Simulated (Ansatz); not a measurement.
# F2HSSn radical: small, medium and large basis sets

Aim: see how fast density functionals converge with the basis set for F2HSSn radical.

Program: Ansatz 0.2.0, Gaussian basis. Level of theory: one geometry, several basis sets. These are calculated values, not measurements.

Plan: PBE0-D4/def2-SVP; ωB97M-V/def2-SVP; PBE0-D4/def2-QZVPP; ωB97M-V/def2-QZVPP; the functionals' def2-TZVPP values are taken from earlier runs.

### 1 Structure used throughout

An earlier PBE0-D4 in a triple-zeta def2 set relaxation fixed the geometry. Sn takes the def2 core potential; no spin-orbit term is included.

SMILES `[F][Sn]([F])[SH]`, 5 atoms, charge 0, spin multiplicity 2.

Atoms are counted from 1 here; the program's logs count them from 0.

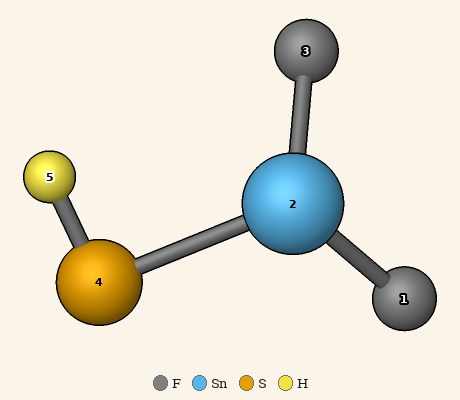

The geometry (fluorine grey, tin blue, sulfur amber, hydrogen yellow); atoms are numbered from 1 in the order of the file.

### 2 PBE0-D4 in def2-SVP

Input file in.yaml:

```yaml
crystal:
  periodic: [false, false, false]
  atoms:
    - {symbol: F, position_ang: [-0.175516, -1.777615, 1.444551]}
    - {symbol: Sn, position_ang: [0.261817, -0.012935, 0.831912]}
    - {symbol: F, position_ang: [1.933081, -0.262634, -0.085357]}
    - {symbol: S, position_ang: [-1.412682, 0.560561, -0.823363]}
    - {symbol: H, position_ang: [-0.556901, 1.418924, -1.409143]}
basis:
  gaussian: {orbitals: def2-SVP}
magnetization: {spin_polarized: true, initial_magnetization: 1}
hamiltonian: {xc: pbe0, dispersion: d4}
output: {orbitals: {seedname: orbitals}}
```

The run is started by

```bash
$ ansatz run in.yaml --threads 4 --pin off --events-out ev --progress --plain --max-ram 10444MiB
```

The log of the run:

```text
Functional definition: PBE0
  name "PBE0"
  cite "Adamo & Barone, J. Chem. Phys. 110, 6158 (1999) doi:10.1063/1.478522"
  cite "Perdew, Burke & Ernzerhof, Phys. Rev. Lett. 77, 3865 (1996) doi:10.1103/PhysRevLett.77.3865"
  parent pbe
  parameter a = 0.25
  parameter kappa = 0.804
  parameter beta = 0.06672455060314922
  exchange = (1 - a)*pbe_x(kappa = kappa, mu = beta*pi^2/3) + a*exact_x
  correlation = pbe_c(beta = beta)
807 factors; integrals over basis functions are off by at most 5.9e-4 eV
mean field evaluation 1: about -22097.2659 eV, gradient 3.5e1 eV
mean field evaluation 2: about -22081.9462 eV, gradient 7.6e1 eV
mean field evaluation 4: about -22101.5882 eV, gradient 3.3e0 eV
mean field evaluation 8: about -22101.7278 eV, gradient 1.9e-1 eV
mean field evaluation 16: about -22101.7280 eV, gradient 2.6e-4 eV
mean field -22101.72797956 eV, -812.2235221595 hartree, gradient 5.0e-5 eV, S^2 0.755729; 0 other end points of the search recorded, 0 dependent functions left out
reference -22101.72800523 eV, -812.2235231029 hartree; 29, 28 occupied and 48, 49 virtual orbitals, 807 factors
Total energy: -22101.82891104 eV, -812.2272313230 hartree
```

Wall time 1.1 s (4 threads of Intel Xeon at 2.60GHz, shared host).

### 3 ωB97M-V in def2-SVP

Edit in.yaml of step 2 so:

```diff
@@ -11,3 +11,3 @@
 magnetization: {spin_polarized: true, initial_magnetization: 1}
-hamiltonian: {xc: pbe0, dispersion: d4}
+hamiltonian: {xc: {name: wB97M-V}}
 output: {orbitals: {seedname: orbitals}}
```

Launched as before.

The log of the run, cut to the lines that bear on the results:

```text
Functional definition: wB97M-V
  name "wB97M-V"
  cite "Mardirossian & Head-Gordon, J. Chem. Phys. 144, 214110 (2016) doi:10.1063/1.4952647"
  cite "Becke, J. Chem. Phys. 107, 8554 (1997) doi:10.1063/1.475007"
  cite "Vydrov & Van Voorhis, J. Chem. Phys. 133, 244103 (2010) doi:10.1063/1.3521275"
  # Of w^i u^j: cxij and so on, Table III.
[...]
  gx(w, u) = 1 - cx + cx01*u + cx10*w
  gss(w, u) = css00 + css04*u^4 + css10*w + css20*w^2 + css43*w^4*u^3
  gos(w, u) = cos00 + cos10*w + (cos20 + cos21*u)*w^2 + (cos60 + cos61*u)*w^6
[...]
      + integral(e_c_pw_mod_opposite_spin*gos(b97_w_opposite, b97_u_opposite)) + vv10(b, c)
807 factors; integrals over basis functions are off by at most 5.9e-4 eV
198 factors; integrals over basis functions are off by at most 6.5e-6 eV
[...]
mean field -22107.21483689 eV, -812.4251604471 hartree, gradient 6.3e-5 eV, S^2 0.757270; 0 other end points of the search recorded, 0 dependent functions left out
reference -22107.21487725 eV, -812.4251619303 hartree; 29, 28 occupied and 48, 49 virtual orbitals, 807 factors
Total energy: -22107.21487725 eV, -812.4251619303 hartree
```

It took 3.9 s on 4 threads of Intel Xeon at 2.60GHz, shared host; peak memory 0.39 GiB.

### 4 PBE0-D4 in def2-QZVPP

Edit in.yaml of step 3 so:

```diff
@@ -9,5 +9,5 @@
 basis:
-  gaussian: {orbitals: def2-SVP}
+  gaussian: {orbitals: "def2-QZVPP.json"}
 magnetization: {spin_polarized: true, initial_magnetization: 1}
-hamiltonian: {xc: {name: wB97M-V}}
+hamiltonian: {xc: pbe0, dispersion: d4}
 output: {orbitals: {seedname: orbitals}}
```

The command is unchanged.

The log of the run:

```text
Functional definition: PBE0
  name "PBE0"
  cite "Adamo & Barone, J. Chem. Phys. 110, 6158 (1999) doi:10.1063/1.478522"
  cite "Perdew, Burke & Ernzerhof, Phys. Rev. Lett. 77, 3865 (1996) doi:10.1103/PhysRevLett.77.3865"
  parent pbe
  parameter a = 0.25
  parameter kappa = 0.804
  parameter beta = 0.06672455060314922
  exchange = (1 - a)*pbe_x(kappa = kappa, mu = beta*pi^2/3) + a*exact_x
  correlation = pbe_c(beta = beta)
1269 factors; their error is unknown
mean field evaluation 1: about -22108.5334 eV, gradient 4.0e1 eV
mean field evaluation 2: about -22090.0256 eV, gradient 8.8e1 eV
mean field evaluation 4: about -22113.5181 eV, gradient 4.1e0 eV
mean field evaluation 8: about -22113.5969 eV, gradient 3.6e-1 eV
mean field evaluation 16: about -22113.6786 eV, gradient 9.3e-4 eV
mean field -22113.67856037 eV, -812.6626979040 hartree, gradient 8.1e-5 eV, S^2 0.756595; 0 other end points of the search recorded, 0 dependent functions left out
reference -22113.67859280 eV, -812.6626990957 hartree; 29, 28 occupied and 267, 268 virtual orbitals, 1269 factors
Total energy: -22113.77949861 eV, -812.6664073158 hartree
```

Run time: 6 s. Hardware: 4 threads of Intel Xeon at 2.60GHz, shared host; peak memory 1 GiB.

### 5 ωB97M-V in def2-QZVPP

Edit in.yaml of step 4 so:

```diff
@@ -11,3 +11,3 @@
 magnetization: {spin_polarized: true, initial_magnetization: 1}
-hamiltonian: {xc: pbe0, dispersion: d4}
+hamiltonian: {xc: {name: wB97M-V}}
 output: {orbitals: {seedname: orbitals}}
```

Launched as before.

The log of the run, cut to the lines that bear on the results:

```text
Functional definition: wB97M-V
  name "wB97M-V"
  cite "Mardirossian & Head-Gordon, J. Chem. Phys. 144, 214110 (2016) doi:10.1063/1.4952647"
  cite "Becke, J. Chem. Phys. 107, 8554 (1997) doi:10.1063/1.475007"
  cite "Vydrov & Van Voorhis, J. Chem. Phys. 133, 244103 (2010) doi:10.1063/1.3521275"
  # Of w^i u^j: cxij and so on, Table III.
[...]
  gx(w, u) = 1 - cx + cx01*u + cx10*w
  gss(w, u) = css00 + css04*u^4 + css10*w + css20*w^2 + css43*w^4*u^3
  gos(w, u) = cos00 + cos10*w + (cos20 + cos21*u)*w^2 + (cos60 + cos61*u)*w^6
[...]
      + integral(e_c_pw_mod_opposite_spin*gos(b97_w_opposite, b97_u_opposite)) + vv10(b, c)
1224 factors; their error is unknown
216 factors; integrals over basis functions are off by at most 4.5e-5 eV
[...]
mean field -22119.26643502 eV, -812.8680485097 hartree, gradient 3.6e-5 eV, S^2 0.757705; 0 other end points of the search recorded, 0 dependent functions left out
reference -22119.26648705 eV, -812.8680504220 hartree; 29, 28 occupied and 267, 268 virtual orbitals, 1224 factors
Total energy: -22119.26648705 eV, -812.8680504220 hartree
```

Run time: 14 s. Hardware: 4 threads of Intel Xeon at 2.60GHz, shared host; peak memory 1.3 GiB.

### 6 Functionals by basis

The def2-TZVPP values come from earlier runs at the same geometry.

```csv
functional,basis,functions,energy (eV),from the largest (eV),HOMO (eV),LUMO (eV)
PBE0-D4,def2-SVP,77,-22101.8289,11.951,-7.47,-4.67
PBE0-D4,def2-TZVPP,168,-22113.0502,0.729,-7.63,-4.81
PBE0-D4,def2-QZVPP,296,-22113.7795,0.000,-7.65,-4.83
ωB97M-V,def2-SVP,77,-22107.2149,12.052,-9.43,-2.83
ωB97M-V,def2-TZVPP,168,-22118.5691,0.697,-9.63,-3.04
ωB97M-V,def2-QZVPP,296,-22119.2665,0.000,-9.66,-3.10
```

### 7 Outcome

```
                                       quantity           value
PBE0-D4: double and triple zeta above quadruple  11.95, 0.73 eV
ωB97M-V: double and triple zeta above quadruple  12.05, 0.70 eV
```

For PBE0-D4 the step from double to triple zeta gains 11.22 eV and the next only 0.73 eV. Total energies overstate the basis error of differences, where much of it tends to cancel.

For PBE0-D4 the largest set took about 5 times as long as the smallest (6 s against 1.1 s).
